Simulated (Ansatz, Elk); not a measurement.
# MgMn2Al2: X-ray structure factors from the self-consistent density

The structure of MgMn2Al2 used here is made up (a known structure type with other elements) and was relaxed beforehand with PBE. The aim is the Fourier transform of its all-electron density, F(hkl), set beside the sum over free spherical atoms that refinements use.

Calculated with Elk 11.2.3 (patched build); DFT, PBE, all-electron APW+lo, Dirac cores, scalar-relativistic bands, static density, ferromagnetic start.

The structure was built from a prototype and need not be the compound's stable phase.

**1. Set-up**

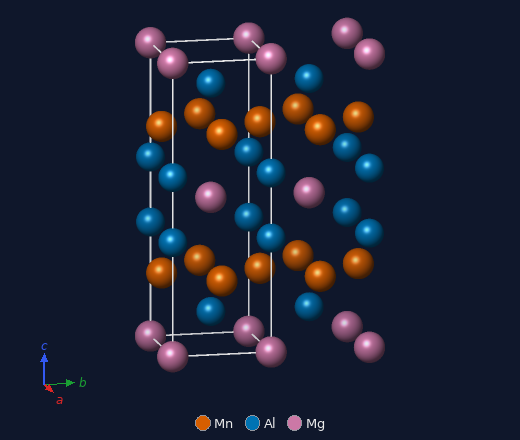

Start, viewed slightly off an axis; manganese orange, aluminium blue, magnesium pink. 1×2×1 cells are drawn. This picture shows the conventional cell, with its axes. Some periodic images of atoms are drawn too.

As a file:

```cif
data_structure
_symmetry_space_group_name_H-M 'P 1'
_symmetry_Int_Tables_number 1
_cell_length_a 6.3634
_cell_length_b 6.3634
_cell_length_c 6.3634
_cell_angle_alpha 144.651
_cell_angle_beta 144.651
_cell_angle_gamma 50.855
_cell_volume 85.80
loop_
_atom_site_label
_atom_site_type_symbol
_atom_site_fract_x
_atom_site_fract_y
_atom_site_fract_z
_atom_site_occupancy
Mn1 Mn 0.75000 0.25000 0.50000 1
Mn2 Mn 0.25000 0.75000 0.50000 1
Al3 Al 0.61091 0.61091 0.00000 1
Al4 Al 0.38909 0.38909 0.00000 1
Mg5 Mg 0.00000 0.00000 0.00000 1
```

**2. Ground state and structure factors**

An all-electron density is needed, since X-rays see the cores too. Task 0 finds the density and task 195 Fourier-transforms it; tshift is off so that phases refer to the origin typed.

Contents of elk.in:

```
tasks
  0
  195
  196

xctype
  20

spinpol
  .true.

rgkmax
  7.0

gmaxvr
  14.0

lmaxo
  7

lmaxapw
  8

swidth
  0.002

tshift
  .false.

ramdisk
  .false.

hmaxvr
  5.5

maxscl
  120

epspot
  1e-06

reducebf
  0.8

sppath
  './'

avec
  -3.65094602388 3.65094602388 10.86016910459
  3.65094602388 -3.65094602388 10.86016910459
  3.65094602388 3.65094602388 -10.86016910459

atoms
  3
  'Mn.in'
  2
  0.7500000000 0.2500000000 0.5000000000   0.000000 0.000000 -0.135000
  0.2500000000 0.7500000000 0.5000000000   0.000000 0.000000 -0.135000
  'Al.in'
  2
  0.6109099765 0.6109099765 -0.0000000000   0.000000 0.000000 0.000000
  0.3890900235 0.3890900235 -0.0000000000   0.000000 0.000000 0.000000
  'Mg.in'
  1
  0.0000000000 0.0000000000 0.0000000000   0.000000 0.000000 0.000000

ngridk
  7 7 7
```

Command:

```sh
OMP_NUM_THREADS=4 elk
```

Numbers of over 12 decimals in the logs are rounded to 6 here.

Output:

```text
┌─────────────────────────┐
│ Elk code version 11.2.3 │
└─────────────────────────┘

All units are atomic (Hartree, Bohr, etc.)

┌─────────────────────────────────────────────────┐
│ Ground-state run starting from atomic densities │
└─────────────────────────────────────────────────┘

Lattice vectors :
  -3.650946024       3.650946024       10.86016910
   3.650946024      -3.650946024       10.86016910
   3.650946024       3.650946024      -10.86016910

Reciprocal lattice vectors :
  0.1903744196E-16  0.8604872910      0.2892765871
  0.8604872910      0.1903744196E-16  0.2892765871
  0.8604872910      0.8604872910      0.3109911731E-17

Unit cell volume      :    579.0384507
Brillouin zone volume :   0.4283829738

Muffin-tin inner radius fraction :   0.1000000000E-01

Nuclei treated as point charges

Species : 1 (Mn)
 parameters loaded from : Mn.in
 name : manganese
 nuclear charge    :   -25.00000000
 electronic charge :    25.00000000
 atomic mass :    100145.9370
 muffin-tin radius :    2.400000000
 number of radial points in muffin-tin :    993
 inner part over the whole radius :   0.9953723401E-02
 number on inner part of muffin-tin    :    700
 approximate nuclear radius :   0.7074591925E-04
 number of mesh points to nuclear radius :    330
 atomic positions (lattice), magnetic fields (Cartesian) :
  1 :  -0.25000000  0.25000000  0.50000000    0.00000000  0.00000000 -0.13500000
  2 :   0.25000000 -0.25000000  0.50000000    0.00000000  0.00000000 -0.13500000

Species : 2 (Al)
 parameters loaded from : Al.in
 name : aluminium
 nuclear charge    :   -13.00000000
 electronic charge :    13.00000000
 atomic mass :    49184.33496
 muffin-tin radius :    2.200000000
 number of radial points in muffin-tin :    793
 inner part over the whole radius :   0.9821194981E-02
 number on inner part of muffin-tin    :    552
 approximate nuclear radius :   0.5839653600E-04
 number of mesh points to nuclear radius :    244
 atomic positions (lattice), magnetic fields (Cartesian) :
  1 :  -0.38909002 -0.38909002  0.00000000    0.00000000  0.00000000  0.00000000
  2 :   0.38909002  0.38909002  0.00000000    0.00000000  0.00000000  0.00000000

Species : 3 (Mg)
 parameters loaded from : Mg.in
 name : magnesium
 nuclear charge    :   -12.00000000
 electronic charge :    12.00000000
 atomic mass :    44305.30466
 muffin-tin radius :    2.200000000
 number of radial points in muffin-tin :    793
 inner part over the whole radius :   0.9941530515E-02
 number on inner part of muffin-tin    :    552
 approximate nuclear radius :   0.5710277704E-04
 number of mesh points to nuclear radius :    241
 atomic positions (lattice), magnetic fields (Cartesian) :
  1 :   0.00000000  0.00000000  0.00000000    0.00000000  0.00000000  0.00000000

Total number of atoms per unit cell :    5
Total muffin-tin volume :    249.6183859
 ratio of muffin-tin to unit cell volume :   0.4310912092

Spin treatment :
 spin-polarised
 global magnetic field (Cartesian) :    0.000000000       0.000000000       0.000000000
 collinear magnetisation in z-direction

Number of Bravais lattice symmetries :   16
Number of crystal symmetries         :   16
Crystal has inversion symmetry
Real symmetric eigensolver will be used

k-point grid :      7     7     7
k-point offset :    0.000000000       0.000000000       0.000000000
k-point set is reduced with full crystal symmetry group
Total number of k-points :       40

Muffin-tin radius times maximum |G+k| :    7.000000000
 using average radius
Maximum |G+k| for APW functions       :    3.070175439
Maximum (1/2)|G+k|²                   :    4.712988612
Maximum |G| for potential and density :    14.00000000
Constant for pseudocharge density :    8
 order of it for each species :   15  15  15
 order of it for pair densities of each species (exact exchange by exxq0 0: 16) :   11   9   9
Radial integration step length :    1

G-vector grid sizes :     54    54    54
Number of G-vectors :    26821

Maximum angular momentum used for
[...]
RMS change in Kohn-Sham potential (target) :    3.262646166     (  0.1000000000E-05)
Absolute change in total energy (target)   :    3.246538003     (  0.1000000000E-03)

[... loops 3 to 20 left out ...]

┌──────────────────┐
│ Loop number : 21 │
└──────────────────┘

Energies :
 Fermi                       :     0.208656
 sum of occupied eigenvalues :     -1714.8980083308
 electron kinetic            :      3033.4248882839
 core electron kinetic       :      2605.0070445115
 Coulomb                     :     -5878.3004266947
 Coulomb potential           :     -4543.2163199375
 nuclear-nuclear             :     -448.39373396801
 electron-nuclear            :     -6329.8530136161
 Hartree                     :      899.94632088940
 Madelung                    :     -3606.6922667260
 xc potential                :     -204.80882442632
 xc effective B-field        :    -0.297728
 external B-field            :      0.000000
 exchange                    :     -154.63760075987
 correlation                 :     -3.731654
 electron entropic           :    -0.13964853417661E-02
 total energy                :     -3003.2461900948
 (external B-field energy excluded from total)

Density of states at Fermi energy :    105.0469456
 (states/Hartree/unit cell)

Estimated indirect band gap :   0.7739983763E-03
 from k-point 13 to k-point 15
Estimated direct band gap   :   0.1037424287E-02
 at k-point 24

Charges :
 core                        :    30.00000000
 valence                     :    58.00000000
 interstitial                :    7.148178427
 muffin-tins (core leakage)
  species : 1 (Mn)
[...]
species : 2 (Al)
[...]
species : 3 (Mg)
[...]
total in muffin-tins        :    80.85182157
 total calculated charge     :    87.99889609
 total charge                :    88.00000000
 error                       :   0.1103910853E-02

Moments :
 interstitial                :  -0.1116805871E-01
 muffin-tins
  species : 1 (Mn)
[...]
species : 2 (Al)
[...]
species : 3 (Mg)
[...]
total in muffin-tins        :    5.441755502
 total moment                :    5.430587443

RMS change in Kohn-Sham potential (target) :   0.8306941167E-06 (  0.1000000000E-05)
Absolute change in total energy (target)   :   0.1890491967E-04 (  0.1000000000E-03)

Convergence targets achieved

┌──────────────────┐
│ Loop number : 22 │
└──────────────────┘

Energies :
 Fermi                       :     0.208655
 sum of occupied eigenvalues :     -1714.8980208052
 electron kinetic            :      3033.4248784363
 core electron kinetic       :      2605.0070385889
 Coulomb                     :     -5878.3004338905
 Coulomb potential           :     -4543.2162736322
 nuclear-nuclear             :     -448.39373396801
 electron-nuclear            :     -6329.8530761224
 Hartree                     :      899.94637619993
 Madelung                    :     -3606.6922970744
 xc potential                :     -204.80888879677
 xc effective B-field        :    -0.297716
 external B-field            :      0.000000
 exchange                    :     -154.63759590035
 correlation                 :     -3.731655
 electron entropic           :    -0.13964748907252E-02
 total energy                :     -3003.2462029895
 (external B-field energy excluded from total)

Density of states at Fermi energy :    105.0452469
 (states/Hartree/unit cell)

Estimated indirect band gap :   0.7763687971E-03
 from k-point 13 to k-point 15
Estimated direct band gap   :   0.1037545383E-02
 at k-point 24

Charges :
 core                        :    30.00000000
 valence                     :    58.00000000
 interstitial                :    7.148175295
 muffin-tins (core leakage)
  species : 1 (Mn)
[...]
species : 2 (Al)
   atom 1                    :    11.34104052     (  0.4816049780E-03)
   atom 2                    :    11.34104052     (  0.4816049780E-03)
  species : 3 (Mg)
   atom 1                    :    10.42478839     ( -0.9828258696E-07)
 total in muffin-tins        :    80.85182471
 total calculated charge     :    87.99889609
 total charge                :    88.00000000
 error                       :   0.1103914878E-02

Moments :
 interstitial                :  -0.1117655899E-01
 muffin-tins
  species : 1 (Mn)
[...]
species : 2 (Al)
   atom 1                    :  -0.5112390402E-01
   atom 2                    :  -0.5112390402E-01
  species : 3 (Mg)
   atom 1                    :  -0.3450070810E-01
 total in muffin-tins        :    5.441639829
 total moment                :    5.430463270

┌──────────────────────────────┐
│ Self-consistent loop stopped │
└──────────────────────────────┘

Warning : core states of species 2 leak from the muffin-tin :   0.4816049780E-03

Wrote STATE.OUT
```

The job ended after 2.7 min (4 threads of AMD EPYC 9B45 (Zen 5), shared host; peak memory 0.46 GiB).

SFACRHO.OUT:

```text

h k l indices transformed by vhmat matrix:
   1.000000000       0.000000000       0.000000000    
   0.000000000       1.000000000       0.000000000    
   0.000000000       0.000000000       1.000000000    

      h      k      l  multipl.   |H|            Re(F)            Im(F)           |F|

      0      0      0      1   0.0000000       87.999999      0.10841327E-15   87.999999    
      1      1     -1      2  0.57855317      -31.845150     -0.24106912E-13   31.845150    
      1      0     -1      8  0.90781018      -6.3553338     -0.13623223E-16   6.3553338    
      2      2     -2      2   1.1571063       30.975876      0.44206426E-13   30.975876    
      1     -1      0      4   1.2169128      -11.324499     -0.60935516E-16   11.324499    
     -1     -2      2      8   1.2221157       18.284860     -0.40371143E-14   18.284860    
     -1     -1      0      8   1.3474422       49.517614     -0.90362420E-14   49.517614    
     -3     -1      2      8   1.6792176      -42.030531      0.46713906E-13   42.030531    
      3      2     -3      8   1.6829920       23.570234      0.29782327E-17   23.570234    
     -1      1     -1      4   1.7209746       58.390274      0.45582756E-14   58.390274    
     -3     -3      3      2   1.7356595      -34.160136      0.12047557E-13   34.160136    
      0      2      0      8   1.8156204      -22.328777     -0.15053962E-13   22.328777    
      1     -2      1     16   1.9457320      -4.6112052     -0.10593884E-16   4.6112052    
      1      3     -1      8   2.0738005       23.603875      0.24627406E-13   23.603875    
     -1     -2      0     16   2.1107630       14.745633      0.97130312E-17   14.745633    
     -3     -3      4      8   2.1197620       29.930183     -0.15060110E-13   29.930183    
     -3     -4      4      8   2.2001829       4.5891214      0.36447773E-17   4.5891214    
      4      4     -4      2   2.3142127       46.738465      0.65298839E-13   46.738465
```

Elk indexes on the primitive cell of elk.in and gives |H| = 4π sin θ/λ in inverse bohr. Below, one row stands for each form hkl of the conventional cell (m members, Friedel mates merged), F is for one primitive cell and the density is static (no thermal factor). Free-atom factors are Waasmaier and Kirfel's, and R is Σm||F|−|F'||/Σm|F|.

```tsv
hkl	m	sin θ/λ (Å⁻¹)	abs F, DFT	neutral atoms	diff.
002	2	0.087	31.845	31.349	+0.496
101	8	0.137	6.355	6.131	+0.224
004	2	0.174	30.976	30.932	+0.044
110	4	0.183	11.325	11.340	-0.016
103	8	0.184	18.285	18.330	-0.045
112	8	0.203	49.518	49.769	-0.252
114	8	0.253	42.031	42.346	-0.315
105	8	0.253	23.570	23.907	-0.337
200	4	0.259	58.390	58.843	-0.453
006	2	0.261	34.160	34.529	-0.369
202	8	0.273	22.329	22.601	-0.272
211	16	0.293	4.611	4.664	-0.053
204	8	0.312	23.604	23.671	-0.067
213	16	0.317	14.746	14.851	-0.105
116	8	0.319	29.930	29.930	+0.000
107	8	0.331	4.589	4.574	+0.015
008	2	0.348	46.739	46.795	-0.057
215	16	0.362	20.233	20.199	+0.035
220	4	0.366	48.715	48.720	-0.005
206	8	0.368	28.323	28.359	-0.035
222	8	0.376	18.299	18.316	-0.018
301	8	0.391	4.240	4.225	+0.015
```

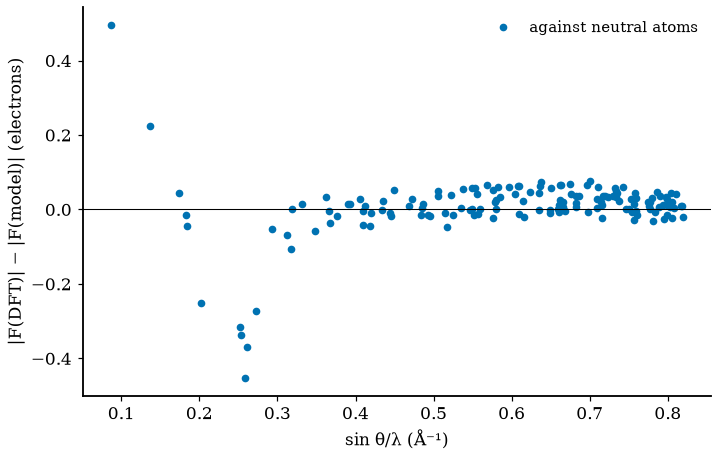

Difference between the calculated structure factors and the independent-atom ones.

**3. The magnetisation density**

The same run holds the spin density, and task 196 transforms it. The order is that of the start, and no other was tried.

SFACMAG_1.OUT:

```text

h k l indices transformed by vhmat matrix:
   1.000000000       0.000000000       0.000000000    
   0.000000000       1.000000000       0.000000000    
   0.000000000       0.000000000       1.000000000    

      h      k      l  multipl.   |H|            Re(F)            Im(F)           |F|

      0      0      0      1   0.0000000       5.4304635      0.28675015E-16   5.4304635    
      1      1     -1      2  0.57855317      -5.2912640     -0.26303819E-14   5.2912640    
      1      0     -1      8  0.90781018     -0.51505446E-02  0.37138713E-17  0.51505446E-02
      2      2     -2      2   1.1571063       4.0699855      0.43196859E-14   4.0699855    
      1     -1      0      4   1.2169128      -4.1059741      0.38097964E-17   4.1059741    
     -1     -2      2      8   1.2221157     -0.59829612E-01 -0.82566420E-17  0.59829612E-01
     -1     -1      0      8   1.3474422       3.7220357     -0.86204573E-15   3.7220357    
     -3     -1      2      8   1.6792176      -2.8133542      0.39092784E-14   2.8133542    
      3      2     -3      8   1.6829920      0.18784100E-01 -0.38235598E-17  0.18784100E-01
     -1      1     -1      4   1.7209746       2.9650708      0.38758718E-15   2.9650708    
     -3     -3      3      2   1.7356595      -2.5497497      0.97898544E-15   2.5497497    
      0      2      0      8   1.8156204      -2.6693479     -0.12080192E-14   2.6693479    
      1     -2      1     16   1.9457320     -0.69767951E-02 -0.67549204E-19  0.69767951E-02
      1      3     -1      8   2.0738005       2.1352355      0.17684295E-14   2.1352355    
     -1     -2      0     16   2.1107630     -0.18636594E-01 -0.95735263E-17  0.18636594E-01
     -3     -3      4      8   2.1197620       1.9540571     -0.98625153E-15   1.9540571
```

The total moment is 5.43 μB a cell; sphere moments: Mn1 +2.79, Mn2 +2.79, Al3 -0.05, Al4 -0.05, Mg5 -0.03 μB. Polarised neutrons measure spin and orbital magnetisation together; without spin-orbit coupling the run gives the spin part:

```tsv
hkl	sin θ/λ (Å⁻¹)	abs F_M (μB)
002	0.087	5.291
101	0.137	0.005
004	0.174	4.070
110	0.183	4.106
103	0.184	0.060
112	0.203	3.722
114	0.253	2.813
105	0.253	0.019
200	0.259	2.965
006	0.261	2.550
202	0.273	2.669
211	0.293	0.007
204	0.312	2.135
213	0.317	0.019
```

(Part 1 of 2 ends here.)

[Logs are printed without paths, hosts, clocks, repeated set-up lines and the standing remarks that a program may print on its own settings, such as how far it seeks lower states.]

[Hosts, paths, dates, database ids (printed as entryN), source tags and the programs' standing remarks are cut or masked in the printed files.]
